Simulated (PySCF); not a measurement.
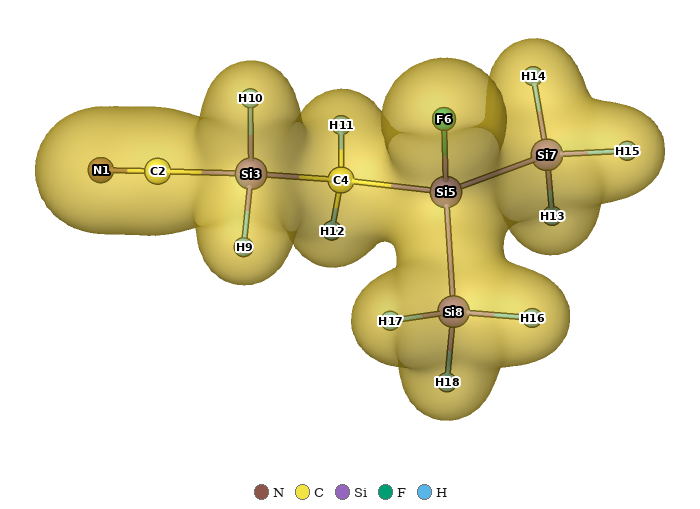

Figure 1: C2H10FNSi4. Isosurface of the electron density at 0.2 e/Å³ (yellow), seen at an oblique angle.

Geometry: GFN2-xTB.

All numbers below come from PBE0/pcSseg-1, SCF density, gas phase, non-relativistic in PySCF.

Input file:

```
{"job": {"kind": "nmr", "xc": "PBE0", "basis": "pcSseg-1"}, "charge": 0, "multiplicity": 1}
N      4.725747     1.182338     0.493802
C      3.811012     0.574476     0.167299
Si     2.302616    -0.403043    -0.351623
C      0.800428     0.704480    -0.001979
Si    -0.917203    -0.096843    -0.310251
F     -0.724740    -0.721038    -1.817779
Si    -2.523166     1.571993    -0.529830
Si    -1.243354    -1.944851     1.059030
H      2.301033    -1.604539     0.489405
H      2.473744    -0.692651    -1.774440
H      0.887299     1.600831    -0.620265
H      0.841068     1.052080     1.031742
H     -2.745952     2.214718     0.769569
H     -2.163939     2.637940    -1.471017
H     -3.813642     1.033416    -0.967595
H     -2.524039    -2.593825     0.763958
H     -0.209495    -2.979954     0.953541
H     -1.286175    -1.529212     2.464789
```

Command:

```sh
OMP_NUM_THREADS=1 python probes_run.py task.json out
```

Question: Which contacts does the surface bridge?

Answer: At this value the surface is in one piece. It bridges the sampled C–N (1.15 Å), Si–F (1.64 Å), C–Si (1.87 Å) and Si–Si (2.32 Å) contacts, where the density stays above the isovalue. On the grid the lowest density along these lines, outside the cores, is 3.4 e/Å³ (C–N, 1.15 Å), 0.84 e/Å³ (Si–F, 1.64 Å), 0.72 e/Å³ (C–Si, 1.87 Å) and 0.66 e/Å³ (Si–Si, 2.32 Å).
